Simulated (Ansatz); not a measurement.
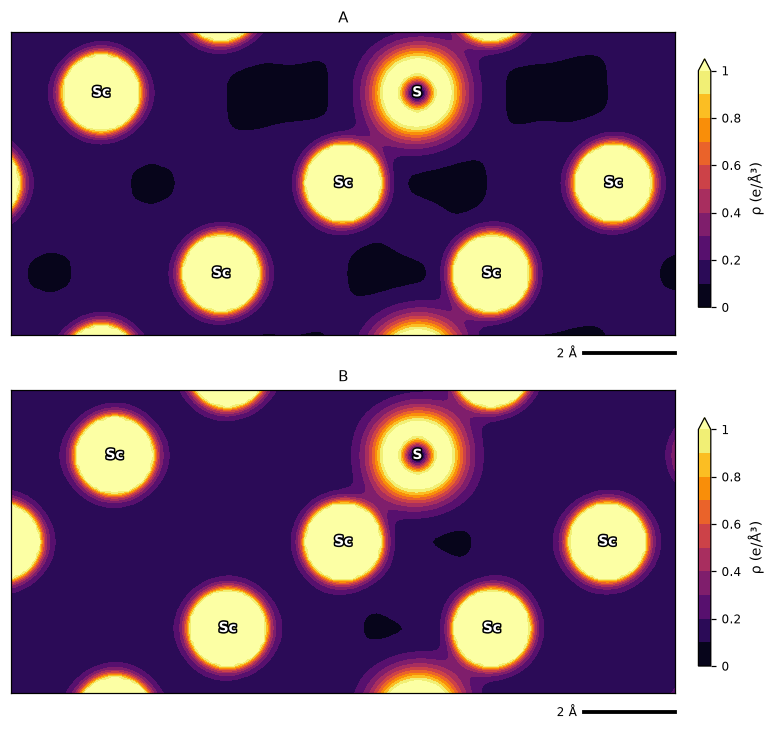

Sc$_{5}$S. The valence pseudo-density of two cells that differ in size, on the (110) plane of each (indices in the axes of the calculation cell), at one length scale and on one colour scale: A has 23.1 Å³ an atom and B 20.3.

The calculation used DFT PBE, scalar-relativistic, plane waves, PAW in Ansatz 0.2.0.

The larger cell:

```
Sc S
1.0
     3.40800    0.00000    0.00000
    -1.70400    2.95141    0.00000
     0.00000    0.00000   13.77904
Sc S
5 1
Direct
  0.66667 0.33333 0.88284
  0.33333 0.66667 0.11716
  0.33333 0.66667 0.68974
  0.66667 0.33333 0.31026
  0.00000 0.00000 0.50000
  0.00000 0.00000 0.00000
```

The smaller cell: a = 3.266 Å, b = 3.266 Å, c = 13.203 Å, α = 90.00°, β = 90.00°, γ = 120.00°.

Question: What does the compression do to the bonding and the properties?

Answer: From the larger cell to the smaller, Sc–S goes from 2.55 to 2.49 Å, and the density at its midpoint from 0.34 to 0.37 e/Å³; the pressure goes from 0.0 to 9 GPa.
